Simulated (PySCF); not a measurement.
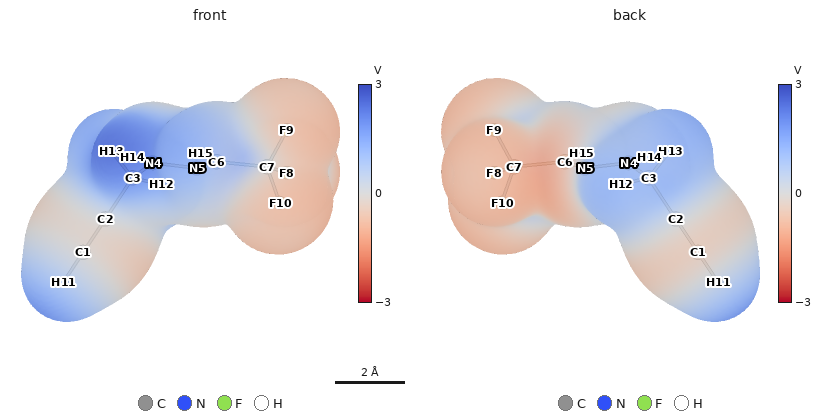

Figure 1: C5H5F3N2. The electrostatic potential painted on the density surface at 0.002 e/bohr³, seen from the front and from behind; red is negative and blue positive.

Geometry: GFN2-xTB.

Method: PySCF, CAM-B3LYP/def2-SVPD, SCF density, gas phase.

```xyz
15

C     3.3858    1.1590    0.5067
C     2.6647    0.3083    0.0731
C     1.7469   -0.7209   -0.3865
N     0.5317   -0.7414    0.3966
N    -0.5644   -0.3006   -0.1461
C    -1.6368   -0.1139    0.5120
C    -2.8552    0.3381   -0.2141
F    -2.7162    0.3518   -1.5407
F    -3.9195   -0.4457    0.0585
F    -3.2292    1.5851    0.1485
H     4.0342    1.9047    0.8595
H     1.4547   -0.5263   -1.4217
H     2.2397   -1.6993   -0.3260
H     0.6170   -0.8367    1.4083
H    -1.7577   -0.2542    1.5861
```

> Describe the electrostatic potential map.

The most negative region (about −1.2 V) lies over N5 and F8, the most positive (about +2.4 V) over H14.

> What dipole moment does the calculation give?

Its dipole moment is 4.63 D.
